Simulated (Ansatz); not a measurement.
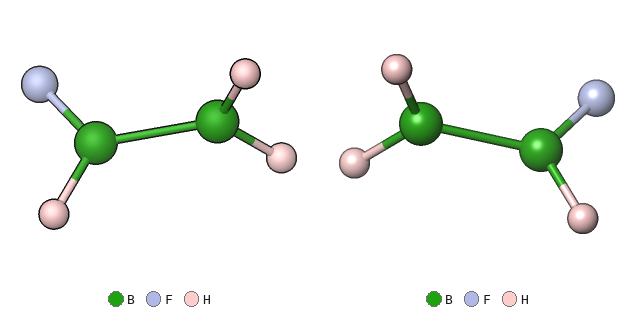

Two views of one molecule.

Which formula does it have?

Answer. B2FH3, 6 atoms: 2 boron, 1 fluorine and 3 hydrogen.

What is the point group of this geometry?

Answer. Cs.

How many bonds of each kind are drawn?

Answer. 3 B–H, 1 B–B, 1 B–F.

The parts below concern this one geometry. Atoms keep their numbers from picture to picture. The computed structure is the end point of a PBE0-D4/def2-TZVP optimisation. No frequency run is at hand to confirm it as a minimum.

Electronic properties

No frequency run is at hand to confirm it as a minimum. Properties computed with RKS PBE0-D4/def2-TZVPP (Ansatz 0.2.0).

Estimate the HOMO energy (Kohn–Sham orbital).

Answer. −8.30 eV.

Give the LUMO energy (Kohn–Sham orbital) at this level.

Answer. −2.20 eV.

Dipole moment

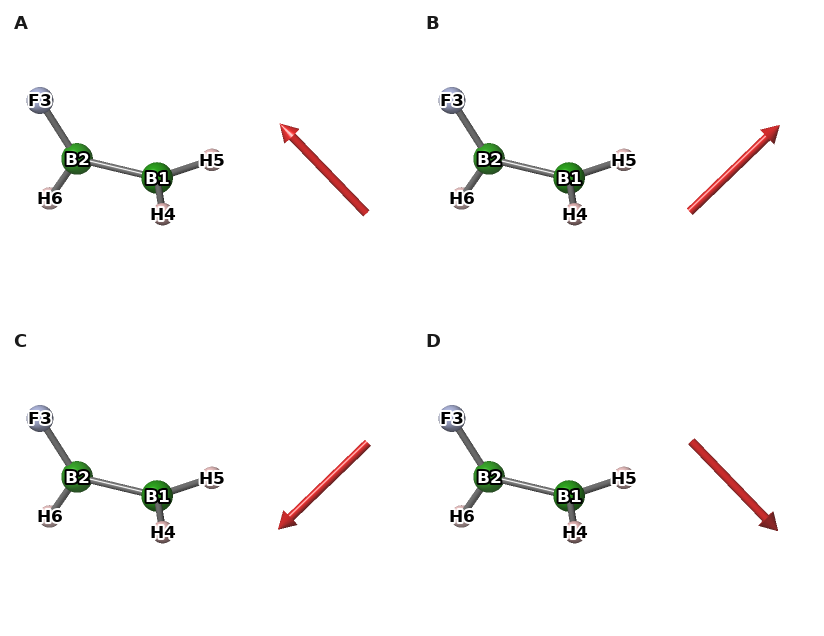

The same molecule four times, each with an arrow. No frequency run is at hand to confirm it as a minimum. Method: RKS PBE0-D4/def2-TZVP (Ansatz 0.2.0).

Which arrow points along the dipole moment, from the negative to the positive end?

Answer. D. The dipole moment is 0.86 D; it points from the side of F3 to the side of H4, H5 (the outermost atoms at the two ends).

Charges

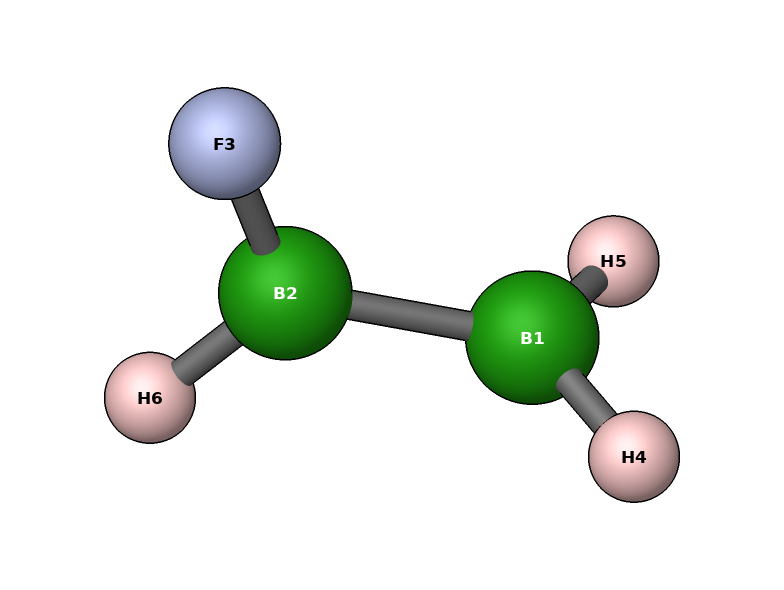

The questions are on Mulliken charges. No frequency run is at hand to confirm it as a minimum. Method: RKS PBE0-D4/def2-TZVP (Ansatz 0.2.0).

List the Mulliken charges.

```csv
atom,value (e)
B1,−0.07
B2,0.22
F3,−0.22
H4,0.04
H5,0.04
H6,−0.01
```

Mulliken values depend strongly on the basis set and can even reverse the polarity of a bond.
